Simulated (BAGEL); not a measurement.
**HF/3-21G (density fitting with qzvpp-jkfit) run of CH2BClO2 (SMILES OB1OC1Cl)**

What is the vertical singlet–triplet gap of CH2BClO2 at HF/3-21G (density fitting with qzvpp-jkfit)? 

The results are computed with BAGEL 1.2.2.

### 1 The structure to begin with

CH2BClO2 has 7 atoms, charge 0, and is taken as a singlet. SMILES: `OB1OC1Cl`. Geometry: relaxed at PBE0-D4/def2-TZVP. This is one conformer, not always the lowest.

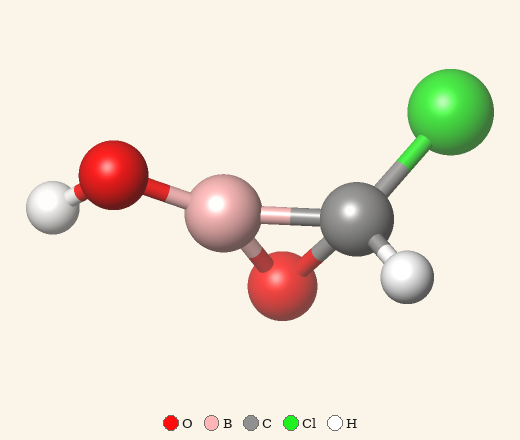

The structure, seen from a chosen angle (oxygen red, boron pink, carbon grey, chlorine green, hydrogen white).

### 2 The energy at HF/3-21G (density fitting with qzvpp-jkfit)

The input, hf.json:

```json
{ "bagel": [

{
  "title": "molecule",
  "basis": "3-21g",
  "df_basis": "qzvpp-jkfit",
  "angstrom": true,
  "geometry": [
    { "atom": "O", "xyz": [   -1.069500,    0.083800,    1.473600 ] },
    { "atom": "B", "xyz": [   -0.291500,   -0.110200,    0.408800 ] },
    { "atom": "O", "xyz": [   -0.164100,   -0.913600,   -0.663800 ] },
    { "atom": "C", "xyz": [    0.832700,    0.177100,   -0.543800 ] },
    { "atom": "Cl", "xyz": [    0.715300,    1.412400,   -1.778600 ] },
    { "atom": "H", "xyz": [   -1.811400,   -0.526600,    1.535200 ] },
    { "atom": "H", "xyz": [    1.849700,   -0.190900,   -0.477200 ] }
  ]
},
{ "title": "hf" },
{ "title": "print", "file": "orbitals.molden", "orbitals": true }

]}
```

Launch:

```bash
$ BAGEL_NUM_THREADS=1 BAGEL hf.json > hf.out
```

What it wrote:

```text
* using 1 threads per process

  ===============================================================
  ===============================================================

  *** Geometry ***

  { "atom" : "O", "xyz" : [     -2.021062,      0.158359,      2.784700 ] },
  { "atom" : "B", "xyz" : [     -0.550855,     -0.208248,      0.772520 ] },
  { "atom" : "O", "xyz" : [     -0.310104,     -1.726454,     -1.254400 ] },
  { "atom" : "C", "xyz" : [      1.573575,      0.334670,     -1.027633 ] },
  { "atom" : "Cl", "xyz" : [      1.351721,      2.669049,     -3.361067 ] },
  { "atom" : "H", "xyz" : [     -3.423050,     -0.995130,      2.901108 ] },
  { "atom" : "H", "xyz" : [      3.495426,     -0.360749,     -0.901777 ] },

  Number of auxiliary basis functions:      468

  Since a DF basis is specified, we compute 2- and 3-index integrals:
    o Being stored without compression. Storage requirement is 0.011 GB

  Number of basis functions:       53
  Number of electrons      :       46

    * METHOD: MOLECULE                             0.27

  *** RHF ***

  === Nuclear Repulsion ===
   194.5269959800

      * DIIS with orbital gradients will be used.

  === RHF iteration (3-21g) ===
      0       -669.41186565          0.02725014           0.06
      1       -669.52150701          0.01825016           0.05
      2       -669.57643233          0.00181249           0.05
      3       -669.57766869          0.00095717           0.06
      4       -669.57787993          0.00016862           0.06
      5       -669.57790126          0.00005297           0.05
      6       -669.57790380          0.00002199           0.06
      7       -669.57790418          0.00000656           0.05
      8       -669.57790421          0.00000236           0.05
      9       -669.57790421          0.00000121           0.05
     10       -669.57790422          0.00000044           0.05
     11       -669.57790422          0.00000014           0.05
     12       -669.57790422          0.00000003           0.05
     13       -669.57790422          0.00000001           0.06
     14       -669.57790422          0.00000000           0.06
    * SCF iteration converged.

    * Permanent dipole moment:
           (    0.294627,     0.555123,    -0.926931) a.u.

    * METHOD: HF                                   1.01

    * METHOD: PRINT                                0.01

  ===============================================================
```

Run time: 1.5 s. Hardware: 1 thread of Arm Neoverse N1, shared host; peak memory 0.084 GiB.

### 3 The triplet at the same level

The input, job.json:

```json
{ "bagel" : [

{
  "title" : "molecule",
  "basis" : "3-21g",
  "df_basis" : "qzvpp-jkfit",
  "angstrom" : true,
  "geometry" : [
    { "atom" : "O", "xyz" : [      -1.069500,       0.083800,       1.473600 ] },
    { "atom" : "B", "xyz" : [      -0.291500,      -0.110200,       0.408800 ] },
    { "atom" : "O", "xyz" : [      -0.164100,      -0.913600,      -0.663800 ] },
    { "atom" : "C", "xyz" : [       0.832700,       0.177100,      -0.543800 ] },
    { "atom" : "Cl", "xyz" : [       0.715300,       1.412400,      -1.778600 ] },
    { "atom" : "H", "xyz" : [      -1.811400,      -0.526600,       1.535200 ] },
    { "atom" : "H", "xyz" : [       1.849700,      -0.190900,      -0.477200 ] }
  ]
},

{
  "title" : "uhf",
  "nopen" : 2
},

{
  "title" : "print",
  "file" : "orbitals.molden",
  "orbitals" : true
}

]}
```

Launch:

```bash
$ BAGEL_NUM_THREADS=1 BAGEL job.json > job.out
```

What it wrote:

```text
* using 1 threads per process

  ===============================================================
  ===============================================================

  *** Geometry ***

  { "atom" : "O", "xyz" : [     -2.021062,      0.158359,      2.784700 ] },
  { "atom" : "B", "xyz" : [     -0.550855,     -0.208248,      0.772520 ] },
  { "atom" : "O", "xyz" : [     -0.310104,     -1.726454,     -1.254400 ] },
  { "atom" : "C", "xyz" : [      1.573575,      0.334670,     -1.027633 ] },
  { "atom" : "Cl", "xyz" : [      1.351721,      2.669049,     -3.361067 ] },
  { "atom" : "H", "xyz" : [     -3.423050,     -0.995130,      2.901108 ] },
  { "atom" : "H", "xyz" : [      3.495426,     -0.360749,     -0.901777 ] },

  Number of auxiliary basis functions:      468

  Since a DF basis is specified, we compute 2- and 3-index integrals:
    o Being stored without compression. Storage requirement is 0.011 GB

  Number of basis functions:       53
  Number of electrons      :       46

    * METHOD: MOLECULE                             0.26

  *** Open-shell HF ***

  === Nuclear Repulsion ===
   194.5269959800

      * DIIS with orbital gradients will be used.

  === UHF iteration (3-21g) ===
      0       -669.14703612          0.05186561           0.11
      1       -669.25912787          0.03545857           0.11
      2       -669.29341082          0.02430591           0.11
      3       -669.32128289          0.00208427           0.11
      4       -669.32287529          0.00137472           0.11
      5       -669.32406216          0.00083602           0.11
      6       -669.32508756          0.00053570           0.11
      7       -669.32570419          0.00047023           0.11
      8       -669.32588161          0.00043261           0.11
      9       -669.32620887          0.00042931           0.11
     10       -669.32650347          0.00041935           0.11
     11       -669.32686225          0.00041399           0.11
     12       -669.32748342          0.00038289           0.11
     13       -669.32814745          0.00031053           0.11
     14       -669.32863685          0.00024028           0.11
     15       -669.32801700          0.00052372           0.11
     16       -669.32847160          0.00043475           0.11
     17       -669.32878804          0.00037673           0.11
     18       -669.32887134          0.00009211           0.11
     19       -669.32887557          0.00004928           0.11
     20       -669.32887813          0.00004406           0.11
     21       -669.32888043          0.00002664           0.11
     22       -669.32888205          0.00001807           0.11
     23       -669.32888284          0.00001075           0.11
     24       -669.32888301          0.00000835           0.11
     25       -669.32888314          0.00000612           0.11
     26       -669.32888324          0.00000378           0.11
     27       -669.32888326          0.00000286           0.11
     28       -669.32888328          0.00000189           0.11
     29       -669.32888328          0.00000141           0.11
     30       -669.32888329          0.00000117           0.11
     31       -669.32888329          0.00000091           0.11
     32       -669.32888329          0.00000071           0.11
     33       -669.32888329          0.00000053           0.11
     34       -669.32888329          0.00000038           0.11
     35       -669.32888329          0.00000031           0.11
     36       -669.32888329          0.00000024           0.11
     37       -669.32888329          0.00000019           0.11
     38       -669.32888329          0.00000015           0.11
     39       -669.32888329          0.00000012           0.11
     40       -669.32888329          0.00000009           0.11
     41       -669.32888329          0.00000007           0.11
     42       -669.32888329          0.00000006           0.11
     43       -669.32888329          0.00000004           0.11
     44       -669.32888329          0.00000003           0.11
     45       -669.32888329          0.00000002           0.11
     46       -669.32888329          0.00000002           0.11
     47       -669.32888329          0.00000001           0.11
    * SCF iteration converged.

    * S^2 (UHF) is 2.0197

    * Permanent dipole moment:
           (   -0.030210,     0.638661,    -0.385467) a.u.

    * METHOD: UHF                                  5.35

    * METHOD: PRINT                                0.01

  ===============================================================
```

Run time: 6 s. Hardware: 1 thread of Arm Neoverse N1, shared host; peak memory 0.084 GiB.

### 4 Results

At HF/3-21G (density fitting with qzvpp-jkfit):

```
                                        quantity          value
                           singlet: total energy  -669.57790 Eh
                          singlet: dipole moment         2.85 D
                            singlet: HOMO energy      -11.19 eV
                            singlet: LUMO energy        4.59 eV
                          singlet: HOMO–LUMO gap       15.78 eV
                           triplet: total energy  -669.32888 Eh
                          triplet: dipole moment         1.90 D
                                   triplet: ⟨S²⟩          2.020
vertical energy of the triplet above the singlet       6.776 eV
```

At this shape the triplet lies 6.78 eV (654 kJ/mol) above the singlet.
